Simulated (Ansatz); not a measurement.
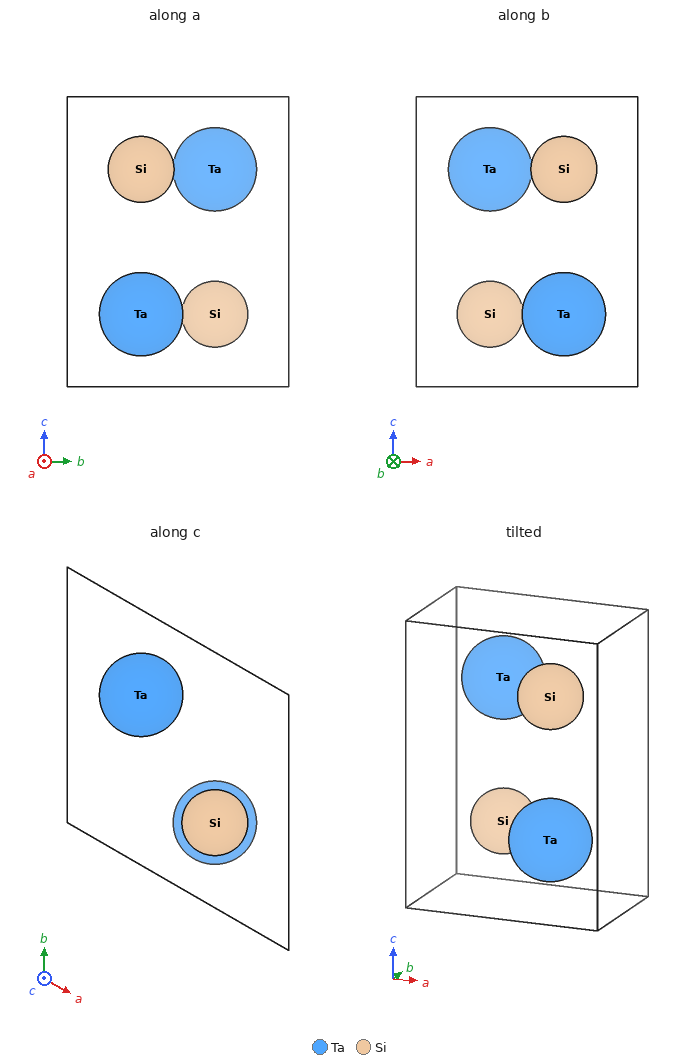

This spheres-only model is shown along the a axis, along the b axis, along the c axis and slightly off an axis. The lines enclose the conventional unit cell; boundary atoms appear with their images.

Lattice parameters: a = 4.4024 Å, b = 4.4024 Å, c = 4.9911 Å, α = 90.000°, β = 90.000°, γ = 120.000°.

From the views, write a CIF with its space group and independent sites.

Answer.
```cif
data_structure
_symmetry_space_group_name_H-M 'P 63/m m c'
_symmetry_Int_Tables_number 194
_cell_length_a 4.4024
_cell_length_b 4.4024
_cell_length_c 4.9911
_cell_angle_alpha 90.000
_cell_angle_beta 90.000
_cell_angle_gamma 120.000
_cell_volume 83.77
loop_
_atom_site_label
_atom_site_type_symbol
_atom_site_symmetry_multiplicity
_atom_site_Wyckoff_symbol
_atom_site_fract_x
_atom_site_fract_y
_atom_site_fract_z
_atom_site_occupancy
Ta1 Ta 2 d 0.3333 0.6667 0.7500 1
Si1 Si 2 c 0.3333 0.6667 0.2500 1
```

It goes back to a structure type filled with these elements by a generator (whether the compound takes this form wasn't checked). Relaxation method: Ansatz 0.2.0, DFT, PBE, PAW with Ansatz's default frozen-core files, scalar-relativistic.
